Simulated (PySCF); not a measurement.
# NMR shielding calculation of C6H11B2N

- system: C6H11B2N
- method: GIAO PBE0/pcSseg-1 NMR shielding, non-relativistic, gas phase (PySCF 2.14.0)

The geometry comes from this level: GFN2-xTB. It belongs to a series of runs on one base structure; here: CH2 inserted into a C-C bond. Figures and captions count atoms from 1; the log counts them from 0 in places.

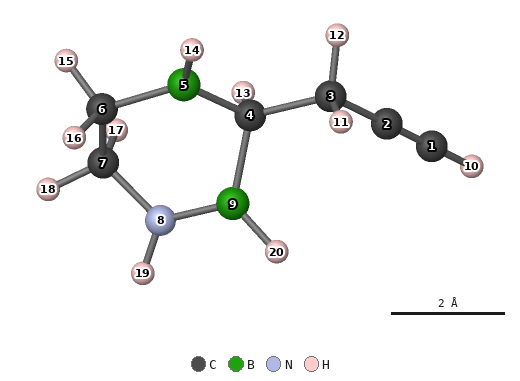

**Figure 1.** The structure as given in the input (ball-and-stick view, seen at a tilt; atoms are numbered from 1 in the order of the input).

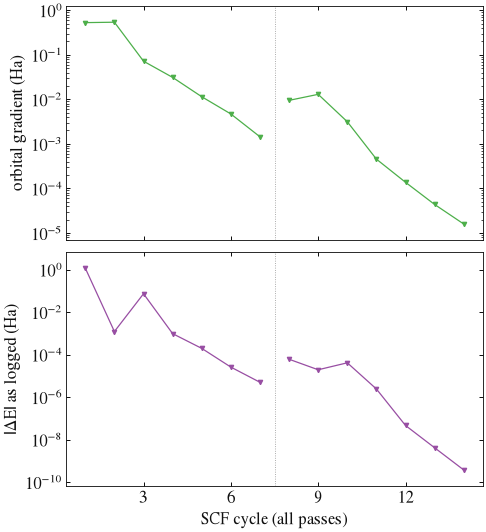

**Figure 2.** Convergence of the self-consistent field: orbital gradient and size of the energy change against the SCF cycle. The dotted line marks the change from a coarse to the final integration grid. The first 7 cycles use a coarse grid, the final grid takes over at cycle 8, and the field converges after 14 cycles in all.

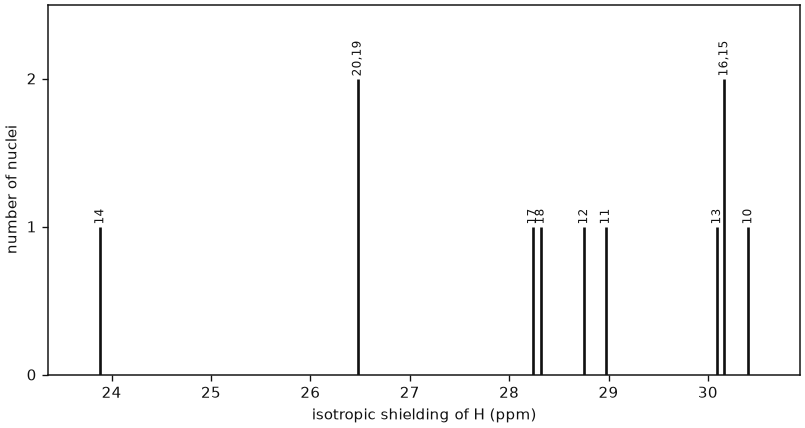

**Figure 3.** Isotropic shieldings of the hydrogen nuclei in this fixed geometry, labelled by atom number; shielding grows to the right, so chemical shift grows to the left. The least shielded is H14 (23.9 ppm), the most shielded H10 (30.4 ppm).

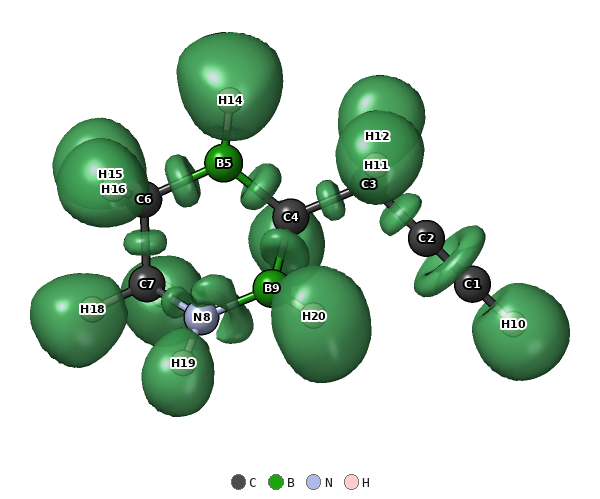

**Figure 4.** Isosurface of the ELF at 0.85 (green), seen face on. Core shells and regions of very low density are left out. Values along the shortest contacts: C–C (1.20 Å): the ELF peaks at about 0.80 between the atoms; a double or triple bond.

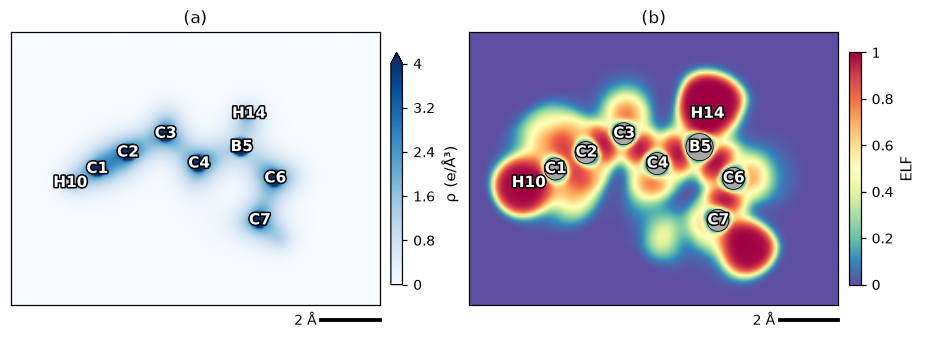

**Figure 5.** (a) total electron density; (b) ELF on the plane of atoms C4, B5 and C6. Grey discs, where drawn, cover atomic cores. C–C (1.20 Å): ρ at the midpoint is about 2.7 e/Å³; the ELF peaks at about 0.80 between the atoms (a double or triple bond). C–B (1.58 Å): ρ is about 1.4 e/Å³ halfway; the ELF peaks at about 1 between the atoms (a shared electron pair).

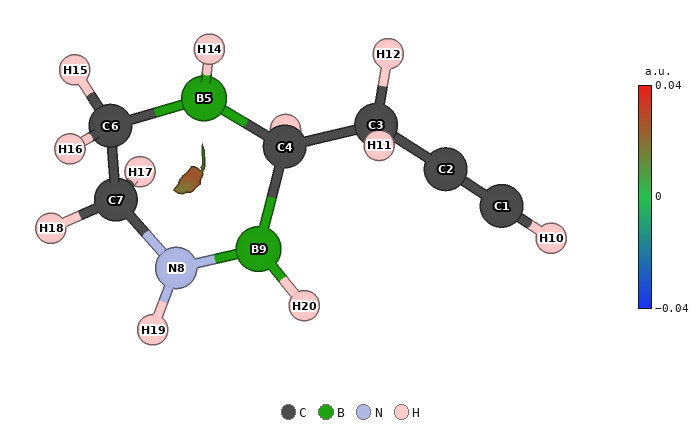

**Figure 6.** Non-covalent interaction (NCI) plot: the surface where the reduced density gradient is 0.4, for densities under 0.05 a.u., coloured by sign(λ₂)ρ; seen at a tilt.

The input and output of the run follow.

Input
```
{"job": {"kind": "nmr", "xc": "PBE0", "basis": "pcSseg-1"}, "charge": 0, "multiplicity": 1}
C      3.487663    -1.195087    -1.228871
C      2.841716    -0.474550    -0.524445
C      2.029061     0.400727     0.294004
C      0.542074     0.312555    -0.091424
B     -0.438750     1.271903     0.648836
C     -1.970085     1.105211     0.291336
C     -2.224360    -0.043398    -0.695400
N     -1.456379    -1.214395    -0.306878
B     -0.120137    -1.143448     0.029807
H      4.062718    -1.831480    -1.832426
H      2.155357     0.119575     1.342919
H      2.392912     1.426876     0.173567
H      0.458938     0.530489    -1.165050
H     -0.109498     2.019351     1.490957
H     -2.405401     2.023846    -0.108969
H     -2.520594     0.898172     1.214237
H     -1.916937     0.275991    -1.700718
H     -3.287541    -0.297658    -0.735578
H     -1.981329    -2.073844    -0.298064
H      0.455424    -2.100157     0.379730
```

The first line tells a small driver script what to run in PySCF; the rest is the geometry in Å.

Command:
```bash
OMP_NUM_THREADS=1 python <driver script> task.json out
```

Output
```
coarse grid: 16576 points
cycle   1  E = -339.0900787312  dE =  1.166e+00  |g| = 5.271e-01  |ddm| = 4.119e+00
cycle   2  E = -339.0912929852  dE = -1.214e-03  |g| = 5.386e-01  |ddm| = 1.181e+00
cycle   3  E = -339.1639685143  dE = -7.268e-02  |g| = 7.181e-02  |ddm| = 5.774e-01
cycle   4  E = -339.1649349352  dE = -9.664e-04  |g| = 3.106e-02  |ddm| = 8.277e-02
cycle   5  E = -339.1651303713  dE = -1.954e-04  |g| = 1.144e-02  |ddm| = 2.986e-02
cycle   6  E = -339.1651560816  dE = -2.571e-05  |g| = 4.696e-03  |ddm| = 1.051e-02
cycle   7  E = -339.1651610408  dE = -4.959e-06  |g| = 1.443e-03  |ddm| = 4.059e-03
final grid: 159752 points
cycle   8  E = -339.2148322863  dE = -6.019e-05  |g| = 9.483e-03  |ddm| = 4.723e-02
cycle   9  E = -339.2148130170  dE =  1.927e-05  |g| = 1.295e-02  |ddm| = 2.070e-02
cycle  10  E = -339.2148539764  dE = -4.096e-05  |g| = 3.144e-03  |ddm| = 1.183e-02
cycle  11  E = -339.2148563751  dE = -2.399e-06  |g| = 4.548e-04  |ddm| = 2.342e-03
cycle  12  E = -339.2148564212  dE = -4.604e-08  |g| = 1.374e-04  |ddm| = 4.767e-04
cycle  13  E = -339.2148564253  dE = -4.111e-09  |g| = 4.368e-05  |ddm| = 1.415e-04
cycle  14  E = -339.2148564256  dE = -3.711e-10  |g| = 1.590e-05  |ddm| = 4.010e-05
converged SCF energy = -339.2148564256

GIAO shielding tensors (ppm)
atom      isotropic    diamagn.    paramagn.     s11        s22        s33       span
  0 C      113.822     257.338    -143.516     41.013     46.523    253.931    212.919
  1 C       93.587     259.458    -165.871    -13.364      0.618    293.506    306.871
  2 C      165.755     245.259     -79.503    149.854    168.092    179.320     29.466
  3 C      136.980     257.817    -120.837     97.986    142.570    170.384     72.398
  4 B       12.300     190.044    -177.744    -62.281    -17.975    117.156    179.437
  5 C      150.397     254.098    -103.701    130.655    153.502    167.035     36.380
  6 C      141.271     245.185    -103.913    120.845    138.902    164.068     43.223
  7 N      124.413     322.115    -197.702     14.348    151.213    207.678    193.330
  8 B       61.351     197.063    -135.712     26.124     45.095    112.834     86.710
  9 H       30.406      34.074      -3.668     25.066     25.391     40.760     15.694
 10 H       28.972      27.795       1.178     24.398     28.100     34.419     10.021
 11 H       28.753      26.854       1.899     23.399     28.085     34.775     11.376
 12 H       30.092      34.100      -4.008     24.143     32.296     33.837      9.694
 13 H       23.885      30.450      -6.565     17.987     26.337     27.331      9.345
 14 H       30.187      29.958       0.229     25.630     28.359     36.571     10.941
 15 H       30.143      30.382      -0.239     25.354     28.763     36.312     10.959
 16 H       28.240      30.801      -2.562     23.920     27.167     33.633      9.713
 17 H       28.316      28.861      -0.545     23.356     27.933     33.659     10.303
 18 H       26.482      31.892      -5.410     20.561     26.078     32.806     12.245
 19 H       26.470      31.879      -5.409     24.889     25.870     28.651      3.762
```

Results in brief

```tsv
quantity	value
outcome	converged
total energy	−339.214856 hartree
HOMO	−7.39 eV
LUMO	−0.89 eV
dipole moment	2.63 D
isotropic shielding, C	93.6 to 165.8 ppm
isotropic shielding, B	12.3 to 61.4 ppm
isotropic shielding, N	124.4 ppm
isotropic shielding, H	23.9 to 30.4 ppm
hardware	1 CPU thread, shared host
wall time	86 s
peak memory	0.93 GiB
```
